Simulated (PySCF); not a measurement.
Consider C6H10Si (SMILES C#C/C=C/[SiH](C)C).

```xyz
17

C     4.1433    0.7201    1.1449
C     2.9420    0.6989    1.1811
C     1.5335    0.6664    1.2112
C     0.7904    0.0789    0.2698
Si   -1.0921    0.0143    0.2742
C    -1.7416    0.8627   -1.3015
C    -1.6465   -1.8068    0.2954
H     5.1920    0.7412    1.1175
H     1.0732    1.1561    2.0607
H     1.3169   -0.3923   -0.5532
H    -1.6008    0.7109    1.4690
H    -1.3744    0.3715   -2.1983
H    -2.8266    0.8425   -1.3393
H    -1.4297    1.9018   -1.3474
H    -2.7293   -1.8876    0.2867
H    -1.2853   -2.3192    1.1822
H    -1.2719   -2.3471   -0.5696
```

Geometry: GFN2-xTB.

These are results of PySCF, B3LYP/def2-SVPD, SCF density, gas phase, not measurements.

Predict the electron density and electron localisation function between the atoms.

Answer. C–C (1.20 Å): ρ is about 2.7 e/Å³ halfway; the ELF peaks at about 0.85 between the atoms (a short, multiple covalent bond).
C–Si (1.88 Å): the density is about 0.95 e/Å³ at the midpoint; the ELF peaks at about 1 between the atoms: localised, covalent bonding.
C–H (1.05 Å): ρ is about 2.1 e/Å³ halfway; the ELF climbs to about 1 towards the hydrogen, as it does in any bond to H; an ordinary covalent bond to hydrogen.
C–C (1.34 Å): ρ at the midpoint is about 2.3 e/Å³; the ELF peaks at about 0.95 between the atoms (a short, multiple covalent bond).

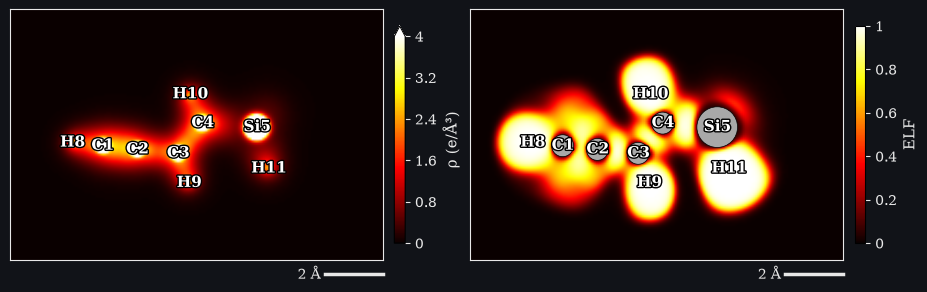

Computed electron density and electron localisation function on the plane of atoms C3, C4 and Si5, in this order. Grey discs cover the atomic cores in the ELF map. 
